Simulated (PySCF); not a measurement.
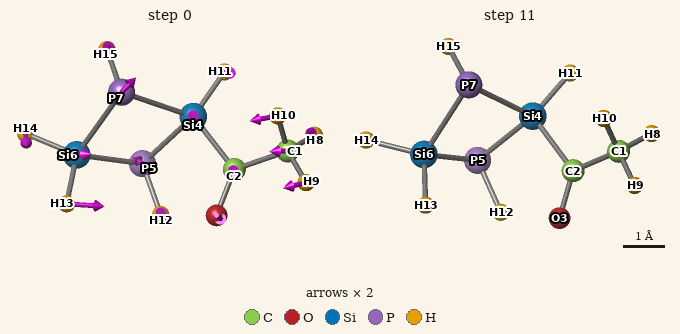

The structure of C2H8OP2Si2 before (left) and after (right) a relaxation, at one scale. The purple arrows give the displacements, magnified 2 times.

The picture is a ball-and-stick view, seen at a tilt.

The start comes from GFN2-xTB. Its atoms were then displaced at random by about 0.01 Å.

Computed with PBE0-D3(BJ)/def2-SVP geometry optimisation, gas phase (PySCF). 

**What changed between the two?**

H13 moves most after the best rigid fit: 0.51 Å. Largest moves by element: H 0.51 Å, O 0.34 Å, P 0.26 Å, C 0.25 Å, Si 0.24 Å. Among the contacts that change: Si4–H11 1.433 → 1.496 Å, P5–H12 1.381 → 1.431 Å, C2–Si4 1.912 → 1.951 Å, Si6–H13 1.455 → 1.491 Å. Bond angles that change, for instance: Si4–P7–Si6 82.3° → 77.1°, Si4–P5–Si6 82.1° → 77.7°, C2–Si4–H11 115.1° → 111.1°. The energy falls by 23.0 kJ/mol in 11 geometry steps. The run took 3.5 min on 1 thread of Intel(R) Xeon(R) Platinum 8259CL CPU @ 2.50GHz (shared host).
